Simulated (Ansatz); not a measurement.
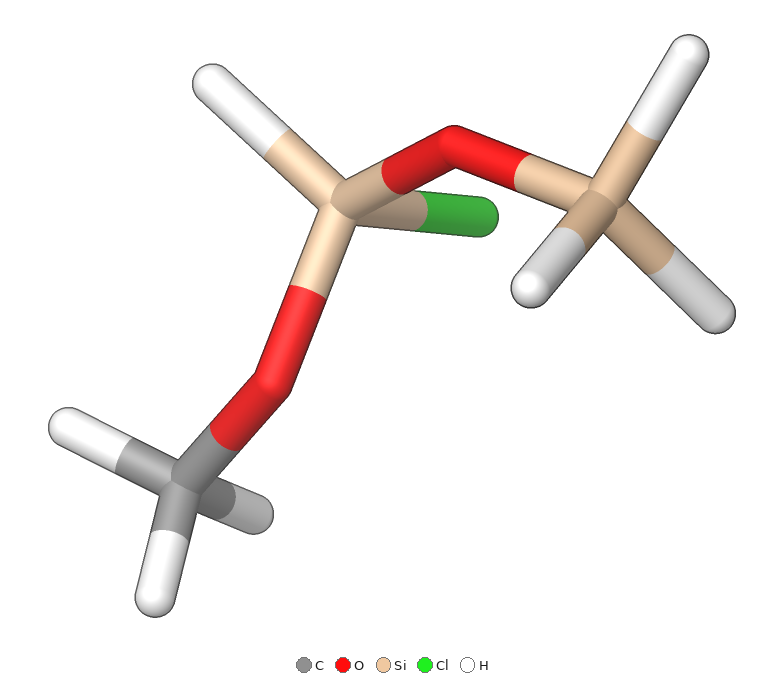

The computed structure is the end point of a PBE0-D4/def2-TZVP optimisation. No frequency run is at hand to confirm it as a minimum.

Draw it as a skeletal formula.

SMILES: CO[Si@H](Cl)O[SiH3]

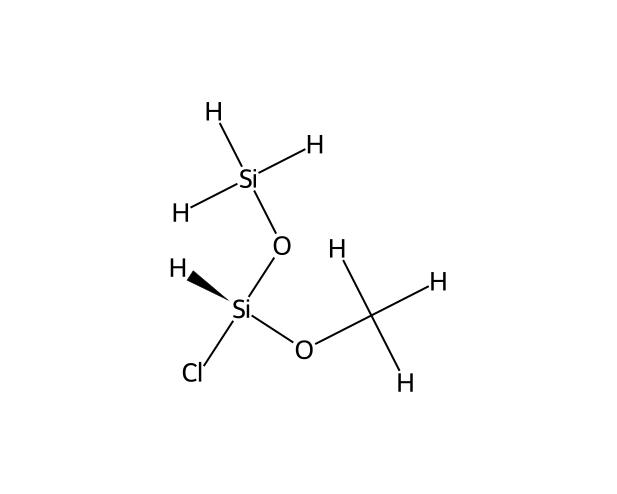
